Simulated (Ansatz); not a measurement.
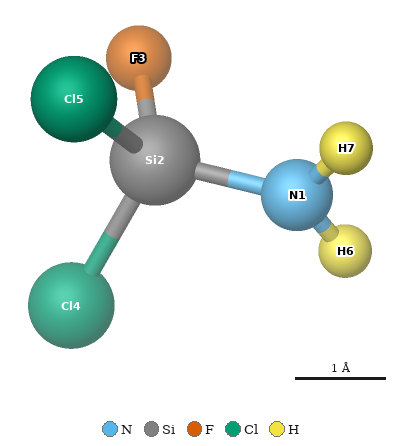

*The structure (ball-and-stick view, seen at a tilt; atoms are numbered from 1 in the order of the input).*

Bond lengths as drawn: Cl–Si 2.03 Å, F–Si 1.58 Å, H–N 1.01 Å and N–Si 1.68 Å.

SiNH$_{2}$Cl$_{2}$F: phonon calculation

System: SiNH$_{2}$Cl$_{2}$F, SMILES N[Si](F)(Cl)Cl.
Method: RKS PBE0-D4/def2-TZVP (Ansatz 0.2.0).

The geometry comes from this level: PBE0-D4/def2-TZVP. Figures and captions count atoms from 1; the log counts them from 0 in places.

## The input
```yaml
crystal:
  periodic: [false, false, false]
  atoms:
    - {symbol: N, position_ang: [-1.058957, 0.085790, 0.191689]}
    - {symbol: Si, position_ang: [0.586455, -0.079414, -0.080268]}
    - {symbol: F, position_ang: [1.377950, -0.829488, 1.069657]}
    - {symbol: Cl, position_ang: [0.881951, -1.181429, -1.756199]}
    - {symbol: Cl, position_ang: [1.429731, 1.759226, -0.216615]}
    - {symbol: H, position_ang: [-1.715346, -0.648844, -0.008655]}
    - {symbol: H, position_ang: [-1.440586, 0.826159, 0.754592]}
basis:
  gaussian: {orbitals: def2-TZVP}
hamiltonian: {xc: pbe0, dispersion: d4}
phonons: {temperatures: {t_min: 298.15, t_max: 900, t_step: 200}}
```

Machine: 4 CPU threads, shared host.

## What the program printed
```
Functional definition: PBE0
  name "PBE0"
  cite "Adamo & Barone, J. Chem. Phys. 110, 6158 (1999) doi:10.1063/1.478522"
  cite "Perdew, Burke & Ernzerhof, Phys. Rev. Lett. 77, 3865 (1996) doi:10.1103/PhysRevLett.77.3865"
  parent pbe
  parameter a = 0.25
  parameter kappa = 0.804
  parameter beta = 0.06672455060314922
  exchange = (1 - a)*pbe_x(kappa = kappa, mu = beta*pi^2/3) + a*exact_x
  correlation = pbe_c(beta = beta)
1203 factors; their error is unknown
mean field evaluation 1: about -37148.4411 eV, gradient 6.4e1 eV
mean field evaluation 2: about -37141.4176 eV, gradient 8.5e1 eV
mean field evaluation 4: about -37155.2711 eV, gradient 2.5e0 eV
mean field evaluation 8: about -37155.2827 eV, gradient 2.5e-2 eV
mean field evaluation 16: about -37155.4034 eV, gradient 3.0e-5 eV
mean field -37155.40337820 eV, -1365.4358893119 hartree, gradient 3.0e-5 eV, S^2 0.000000; 0 other end points of the search recorded, 0 dependent functions left out
the calculation of the forces begins
reference -37155.40340511 eV, -1365.4358903007 hartree; 33, 33 occupied and 152, 152 virtual orbitals, 1203 factors
these checks for a lower state are left out or cut short: stability, starts, cluster_reference, orbital_swaps, neighbouring_geometries, increment
1203 factors; their error is unknown
mean field -37155.40315871 eV, -1365.4358812458 hartree, gradient 1.1e-6 eV, S^2 0.000000; 0 other end points of the search recorded, 0 dependent functions left out
[... from here on the field's lines of each further geometry are left out, up to the last ...]
the calculation of the forces begins
reference -37155.40337063 eV, -1365.4358890339 hartree; 33, 33 occupied and 152, 152 virtual orbitals, 1203 factors
these checks for a lower state are left out or cut short: stability, starts, cluster_reference, orbital_swaps, neighbouring_geometries, increment
1203 factors; their error is unknown
mean field -37155.40332165 eV, -1365.4358872335 hartree, gradient 2.1e-6 eV, S^2 0.000000; 0 other end points of the search recorded, 0 dependent functions left out
the calculation of the forces begins
reference -37155.40334855 eV, -1365.4358882221 hartree; 33, 33 occupied and 152, 152 virtual orbitals, 1203 factors
Total energy: -37155.58974422 eV, -1365.4427381367 hartree
Atom 0 at    -1.058957     0.085790     0.191689 Å, force     0.000114    -0.000305    -0.000146 eV/Å
Atom 1 at     0.586455    -0.079414    -0.080268 Å, force    -0.000828     0.000035     0.000876 eV/Å
Atom 2 at     1.377950    -0.829488     1.069657 Å, force     0.000276    -0.000047    -0.000584 eV/Å
Atom 3 at     0.881951    -1.181429    -1.756199 Å, force    -0.000169    -0.000502     0.000248 eV/Å
Atom 4 at     1.429731     1.759226    -0.216615 Å, force     0.000184     0.000615    -0.000012 eV/Å
Atom 5 at    -1.715346    -0.648844    -0.008655 Å, force     0.000226     0.000131    -0.000623 eV/Å
Atom 6 at    -1.440586     0.826159     0.754592 Å, force     0.000198     0.000073     0.000241 eV/Å
Dipole moment:    -0.533045     0.048763     0.097730 e Å
Vibrations: 120.62 159.79 234.10 272.85 273.45 294.36 310.30 511.99 604.59 835.89 872.69 980.06 1569.47 3627.88 3729.47 cm⁻¹, zero-point energy 0.892533 eV
```

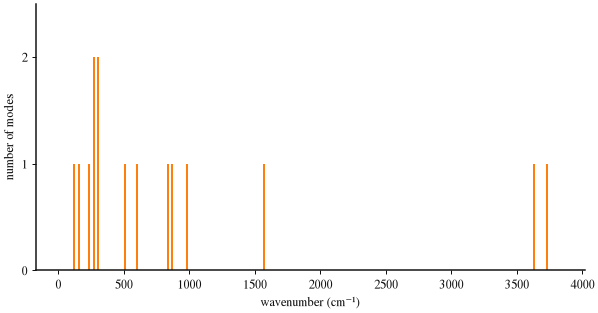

*Harmonic vibrational wavenumbers from the force constants; neighbouring modes closer than 16 cm⁻¹ are counted in one stick.*

15 modes from 121 to 3729 cm⁻¹, none imaginary.

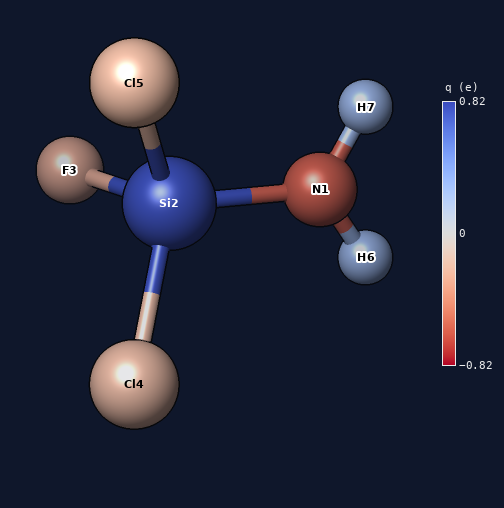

*Mulliken charges, as the colour of each atom (ball-and-stick view, seen at a tilt; atoms are numbered from 1 in the order of the input).*

By element: N −0.60, Si +0.78, F −0.27, Cl −0.21 and H +0.26 e.

## Summary

| quantity | value |
| --- | --- |
| outcome | converged |
| total energy | −37155.5897 eV |
| mean-field energy | −37155.4034 eV |
| dispersion energy | −0.1863 eV |
| largest force (length of the vector) | 0.001 eV/Å |
| dipole moment | 2.61 D |
| wall time | 47 s (CPU time 2.8 min) |
| peak memory | 0.55 GiB |
